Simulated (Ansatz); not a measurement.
Process, species as SMILES: C=O (CH2-O) + 2 [H][H] (H2) → C (CH4) + O (H2O)
B3LYP-D3(BJ)/def2-TZVP geometries, fixed; electronic energies without zero-point terms.

Basis-set convergence of the energy of full hydrogenation at B3LYP with Ansatz (a first-principles code). Cartesian d functions, on some or all atoms, in 6-31G**, 6-31+G*; all else is spherical. The program fits the integrals of some runs and decomposes those of others, by size. No added dispersion term, no relativity. Functions are those of the species that has most. Reference: the value in aug-pcseg-3, -57.84 kcal/mol, itself unsure by roughly 0.02 kcal/mol (its mean distance from aug-cc-pVQZ, def2-QZVPPD, pcseg-3). Deviations are taken from unrounded values.

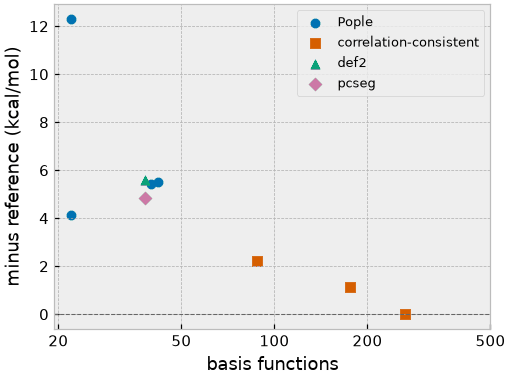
Deviation from the reference against the number of basis functions, by family of sets.

| basis | functions | energy of full hydrogenation (kcal/mol) | minus reference (kcal/mol) |
|---|---|---|---|
| 3-21G | 22 | -45.52 | 12.32 |
| 6-31G | 22 | -53.70 | 4.14 |
| def2-SVP | 38 | -52.24 | 5.60 |
| pcseg-1 | 38 | -52.98 | 4.86 |
| 6-31G** | 40 | -52.42 | 5.42 |
| 6-31+G* | 42 | -52.34 | 5.50 |
| cc-pVTZ | 88 | -55.63 | 2.21 |
| cc-pVQZ | 175 | -56.72 | 1.12 |
| aug-cc-pVQZ | 264 | -57.85 | -0.01 |
